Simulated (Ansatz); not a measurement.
Geometry optimisation.

Program: Ansatz.

```
crystal:
  lattice:
    - [0.0, 3.2090613596, 3.2090613596]
    - [3.2090613596, 0.0, 3.2090613596]
    - [3.2090613596, 3.2090613596, 0.0]
  atoms:
    - { symbol: Re, position: [0.0, 0.0, 0.0] }
    - { symbol: Sb, position: [0.25, 0.25, 0.25] }
    - { symbol: Sb, position: [0.75, 0.75, 0.75] }
kpoints:
  mp_grid: { grid: [9, 9, 9] }
scf:
  occupations: { method: fermi_dirac, width: 0.05 }
hamiltonian:
  xc: pbe
  pseudopotentials: { kind: paw }
output:
  forces: true
  stress: true
  write_density: true
  write_potential: true
  elf: true
  volumetric_format: npy
relax:
  f_tol: 0.005
  max_steps: 80
  cell: {}
```

Launched with:
```bash
ansatz run input.yaml --threads 1 --pin off --max-ram 3072MiB --backend cpu --events-out ev --progress --plain --runs-dir out
```

Q: How does the optimisation go?

A: The optimisation met its thresholds at geometry 4, counting the start as the first. The energy fell by about 12 meV/atom from the first step to the last. Step 2 went uphill and was rejected by the line search. All forces vanish by symmetry, so only the cell moves. The volume grows from 22.0 to 22.9 Å³ per atom (+4 %), overshooting to 24.6 at step 2, as the pressure goes from 4.9 GPa to about 0 GPa.

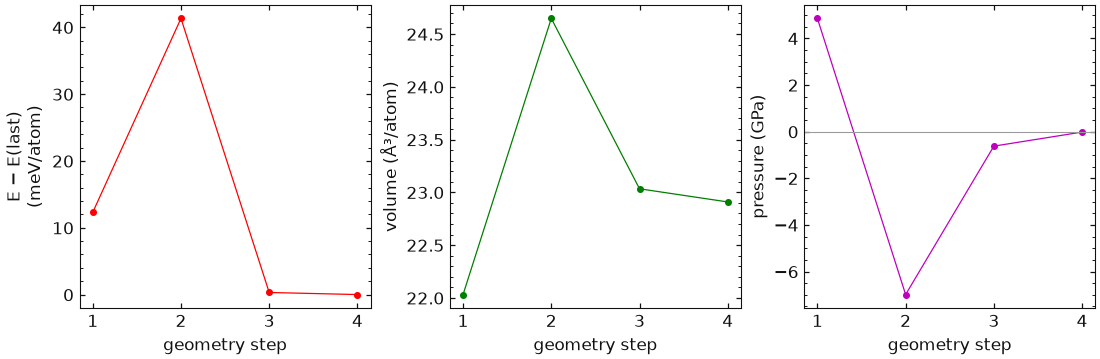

History of the run, step by step. Atoms and cell relax. A closing SCF on a freshly chosen basis isn't drawn.
